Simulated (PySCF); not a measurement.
# C6H15Al (SMILES C[CH2][Al]([CH2]C)[CH2]C): what the fields show

The calculation's input:

```
{"job": {"kind": "sp", "xc": "wB97X", "basis": "ma-def2-SVP", "d3": "d3bj", "grid": 2}, "charge": 0, "multiplicity": 1}
C     -1.070645     2.718701     0.602523
C     -1.287307     1.488903    -0.279409
Al     0.012488     0.015071    -0.114050
C     -0.252428    -1.654083    -1.129648
C     -1.486840    -1.745081    -2.027013
C      1.590365     0.212619     1.052688
C      2.504449    -1.003951     1.202429
H     -1.831917     3.500059     0.437777
H     -0.088593     3.186099     0.422737
H     -1.102345     2.464335     1.674795
H     -2.295850     1.064883    -0.107526
H     -1.308910     1.783672    -1.347577
H      0.666915    -1.825376    -1.723713
H     -0.247183    -2.487451    -0.399644
H     -1.553455    -2.707669    -2.562046
H     -2.421185    -1.634283    -1.452603
H     -1.497042    -0.952672    -2.793425
H      1.233776     0.550668     2.045154
H      2.167837     1.079940     0.675066
H      1.967923    -1.871177     1.621422
H      3.364944    -0.811105     1.865437
H      2.915042    -1.331293     0.233180
```

Run with:

```sh
OMP_NUM_THREADS=1 python redox_run.py task.json out
```

Geometry: PBE0-D3(BJ)/ma-def2-SVP.

Computed with DFT single point, gas phase, functional wB97X in PySCF 2.14.0, density-fitted response routines.

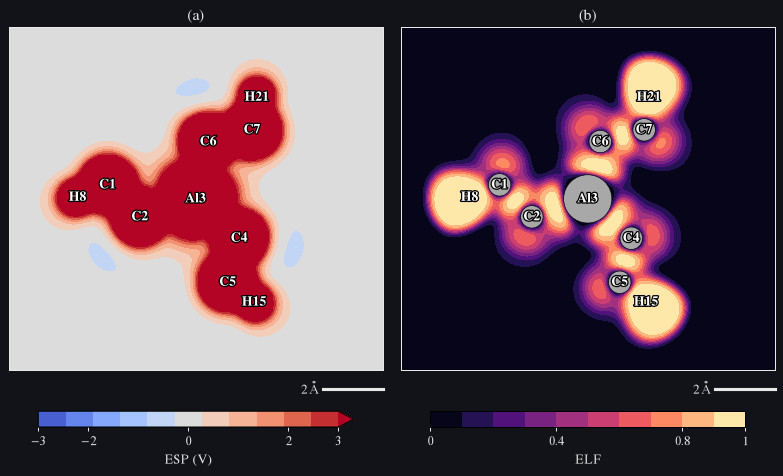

Figure 1. (a) molecular electrostatic potential; (b) ELF on the plane of atoms C2, Al3 and C4. Grey discs cover the atomic cores in the ELF map.

Question: What does the map show?

Answer: Atoms in the plane: C, Al and H.
C–C (1.53 Å): the ELF peaks at about 0.95 between the atoms: localised, covalent bonding.
C–Al (1.97 Å): the ELF peaks at about 0.95 between the atoms, as expected for a polar covalent bond.
C–H (1.10 Å): the ELF climbs to about 1 towards the hydrogen, as it does in any bond to H (a covalent bond by its length).
Outside the dense part of the molecule the potential is most negative (−0.3 V) near C4 and C6.

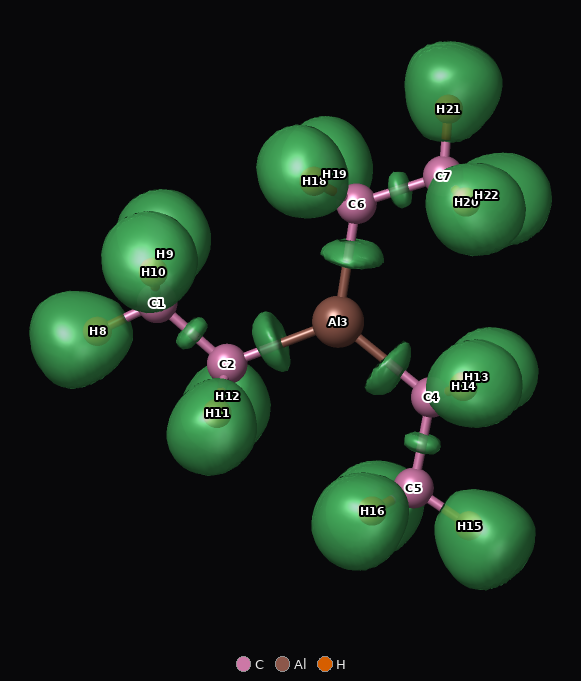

Figure 2. Isosurface of the ELF at 0.9 (green), seen across its widest extent. Only the valence region is drawn (cores and ρ < 0.01 e/Å³ removed).

Question: Describe the localisation domains.

Answer: The ELF exceeds this value in three regions between bonded Al–C atoms (shared pairs), three regions between bonded C–C atoms (shared pairs) and 15 regions around hydrogen nuclei.

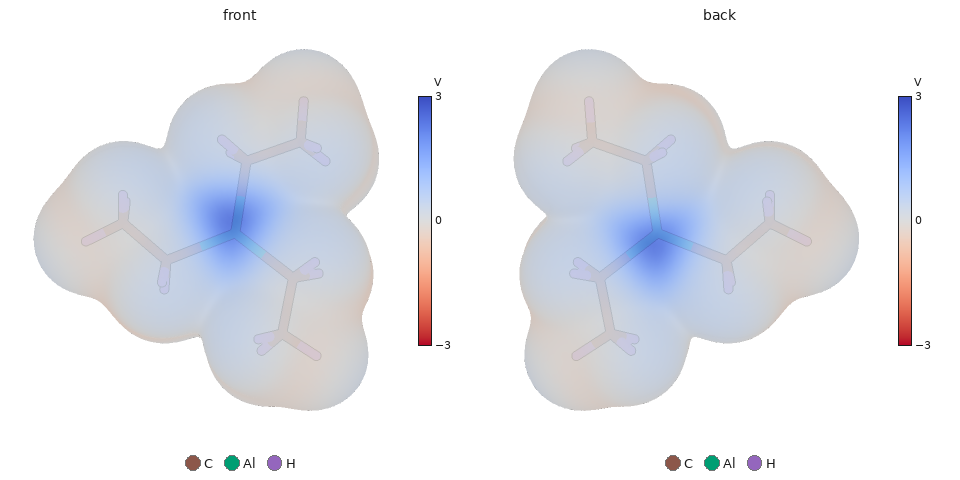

Figure 3. The molecular electrostatic potential painted on the density surface at 0.001 e/bohr³, seen from the front and from behind; the colour scale runs from red (negative) to blue (positive).

Question: Where is the surface potential most negative and most positive?

Answer: The most negative region (about −0.3 V) lies over C2, C4 and C6, the most positive (about +2.2 V) over Al3.
